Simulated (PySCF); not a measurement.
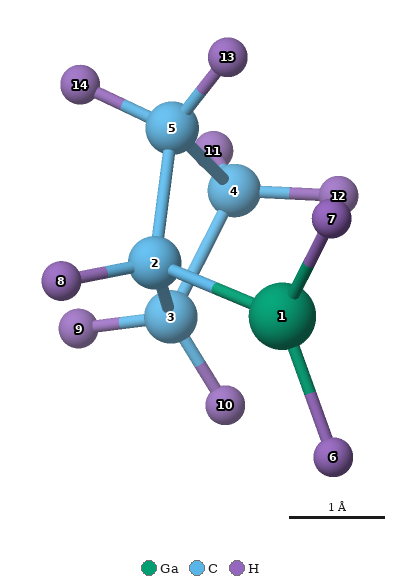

**Figure 1.** The structure (ball-and-stick view, seen at an oblique angle; atoms are numbered from 1 in the order of the input). Sticks mark near contacts.

**Core-level calculation of C4H9Ga**

System: C4H9Ga.
Method: delta-SCF UKS SCAN, pcX-2 on the ionised atom, pcseg-1 elsewhere, spin-free X2C (PySCF 2.14.0).

### Log
```
ground state, core basis on atom 1 (C), 159 functions
  cycle   1  E = -2097.37113695  |g| = 5.15e-01
  cycle   2  E = -2097.24589572  |g| = 8.45e-01
  cycle   3  E = -2097.44331048  |g| = 8.83e-02
  cycle   4  E = -2097.44521791  |g| = 3.37e-02
  cycle   5  E = -2097.44547930  |g| = 1.33e-02
  cycle   6  E = -2097.44552008  |g| = 2.01e-03
  cycle   7  E = -2097.44552097  |g| = 6.85e-04
  cycle   8  E = -2097.44551787  |g| = 1.36e-04
  E(ground) = -2097.71070596 Eh
hole in C 1s of atom 1
  cycle   1  E = -2086.20349212  |g| = 1.52e+00
  cycle   2  E = -2085.17765890  |g| = 2.05e+00
  cycle   3  E = -2086.74080545  |g| = 3.60e-01
  cycle   4  E = -2086.79335485  |g| = 9.87e-02
  cycle   5  E = -2086.79709562  |g| = 2.80e-02
  cycle   6  E = -2086.79744717  |g| = 1.24e-02
  cycle   7  E = -2086.79752939  |g| = 3.82e-03
  cycle   8  E = -2086.79754174  |g| = 1.62e-03
  cycle   9  E = -2086.79754276  |g| = 6.32e-04
  cycle  10  E = -2086.79754486  |g| = 1.17e-04
  E(ion) = -2087.06141897 Eh   <S^2> = 0.7737   hole on atom = 1.000   binding energy = 289.782 eV
ground state, core basis on atom 2 (C), 159 functions
  cycle   1  E = -2097.44418209  |g| = 5.75e-02
  cycle   2  E = -2097.44413928  |g| = 2.04e-02
  cycle   3  E = -2097.44412507  |g| = 2.17e-02
  cycle   4  E = -2097.44424237  |g| = 1.49e-03
  cycle   5  E = -2097.44424433  |g| = 4.61e-04
  E(ground) = -2097.70958994 Eh
hole in C 1s of atom 2
  cycle   1  E = -2086.20013604  |g| = 1.51e+00
  cycle   2  E = -2085.33166583  |g| = 1.95e+00
  cycle   3  E = -2086.72358757  |g| = 3.46e-01
  cycle   4  E = -2086.77103258  |g| = 9.31e-02
  cycle   5  E = -2086.77393849  |g| = 4.70e-02
  cycle   6  E = -2086.77497774  |g| = 1.10e-02
  cycle   7  E = -2086.77504799  |g| = 4.06e-03
  cycle   8  E = -2086.77506181  |g| = 1.85e-03
  cycle   9  E = -2086.77506271  |g| = 9.71e-04
  cycle  10  E = -2086.77506348  |g| = 2.35e-04
  E(ion) = -2087.03934881 Eh   <S^2> = 0.7708   hole on atom = 1.000   binding energy = 290.352 eV
ground state, core basis on atom 3 (C), 159 functions
  cycle   1  E = -2097.44447545  |g| = 5.84e-02
  cycle   2  E = -2097.44440846  |g| = 2.50e-02
  cycle   3  E = -2097.44444058  |g| = 2.23e-02
  cycle   4  E = -2097.44456586  |g| = 6.51e-04
  cycle   5  E = -2097.44456765  |g| = 1.81e-04
  E(ground) = -2097.70993566 Eh
hole in C 1s of atom 3
  cycle   1  E = -2086.20095404  |g| = 1.51e+00
  cycle   2  E = -2085.45428000  |g| = 1.88e+00
  cycle   3  E = -2086.72669640  |g| = 3.32e-01
  cycle   4  E = -2086.76967356  |g| = 6.85e-02
  cycle   5  E = -2086.77122232  |g| = 2.53e-02
  cycle   6  E = -2086.77149919  |g| = 1.57e-02
  cycle   7  E = -2086.77164031  |g| = 3.61e-03
  cycle   8  E = -2086.77164981  |g| = 1.51e-03
  cycle   9  E = -2086.77165457  |g| = 8.55e-04
  cycle  10  E = -2086.77165567  |g| = 2.61e-04
  E(ion) = -2087.03623658 Eh   <S^2> = 0.7721   hole on atom = 1.000   binding energy = 290.446 eV
```

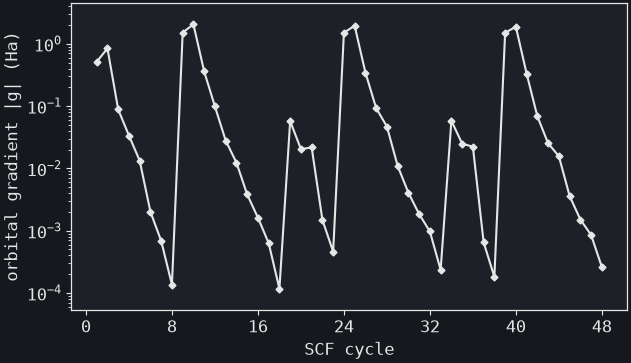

**Figure 2.** Convergence of the self-consistent field: orbital gradient |g| against the SCF cycle. All cycles printed in the log are drawn one after another.

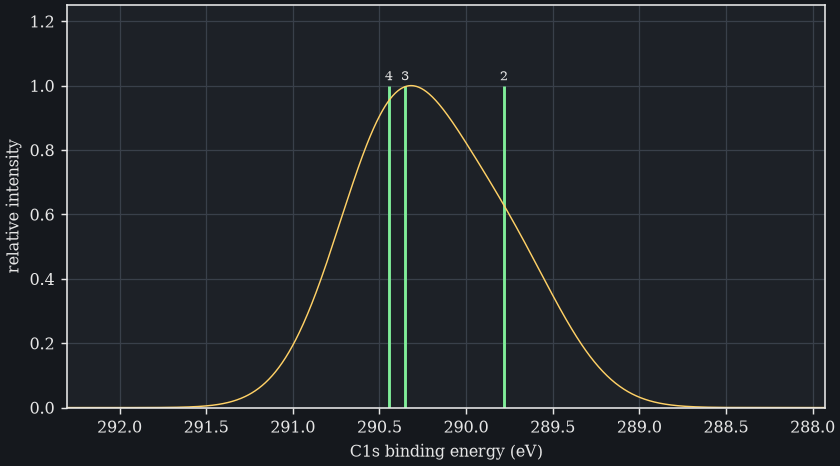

**Figure 3.** C1s binding energies by ΔSCF of the atoms computed, labelled by atom number, with a Gaussian envelope of 0.8 eV full width. They run from 289.78 eV (atom 2) to 290.45 eV (atom 4).

The run was set up as follows.

### Input
```
{"job": {"kind": "xps"}, "charge": 0, "multiplicity": 1}
Ga     2.023370     0.459662     0.586583
C      0.213175    -0.328121     0.683269
C     -0.270845    -1.096594    -0.571024
C     -1.051257     0.165300    -0.982322
C     -0.968970     0.651213     0.476403
H      3.198064    -0.326689    -0.114073
H      2.305494     1.867389     1.241243
H      0.193802    -0.902701     1.629200
H     -0.955565    -1.918650    -0.303379
H      0.475909    -1.496656    -1.275931
H     -2.046963     0.037917    -1.433586
H     -0.452752     0.805783    -1.652380
H     -0.810805     1.727013     0.655842
H     -1.857558     0.340376     1.050607
```

The first line tells a small driver script what to run in PySCF; the rest is the geometry in Å.

Launched with:
```bash
OMP_NUM_THREADS=1 python <driver script> task.json out
```

### Key numbers

```csv
quantity,value
outcome,converged
hardware,"1 CPU thread, shared host"
wall time,27 s
peak memory,0.58 GiB
```
